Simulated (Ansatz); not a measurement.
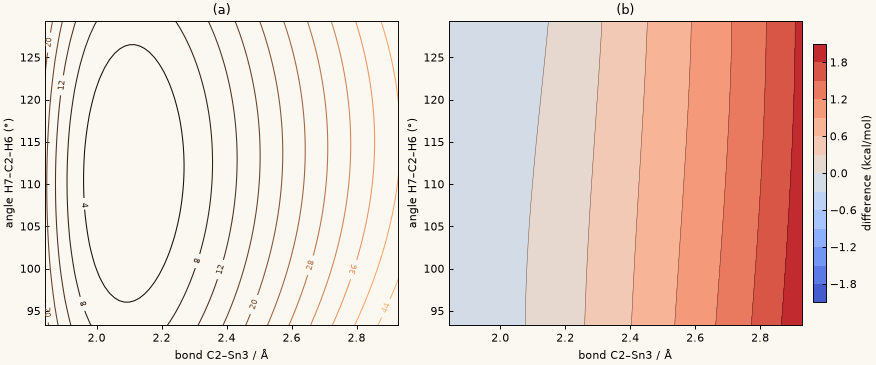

CH₆BSn, SMILES B[CH2][SnH2+], charge +1. Two internal coordinates are moved rigidly from the geometry relaxed at PBE0-D4/def2-TZVP, all others fixed. The first coordinate is: bond C2–Sn3; the second: angle H7–C2–H6. The scan uses a 7 × 7 grid. Energies: kcal/mol, counted from each map's own lowest point. Level of theory: Ansatz 0.2.0, RKS r2SCAN-D4/def2-TZVPP.

Panel (a): RKS r2SCAN-D4/def2-TZVPP in Ansatz. Panel (b): the map at Ansatz, RKS PBE0-D4/def2-TZVPP less the map of (a), each from its own lowest point.

Question: How does the change of method alter the landscape?

Answer: The difference runs from −0.29 kcal/mol at bond C2–Sn3 = 1.841 Å, angle H7–C2–H6 = 129.3° to 2.0 kcal/mol at bond C2–Sn3 = 2.929 Å, angle H7–C2–H6 = 93.3°. The interpolated minimum moves from 2.0944 to 2.0904 Å in bond C2–Sn3 and 111.20 to 111.28° in angle H7–C2–H6.
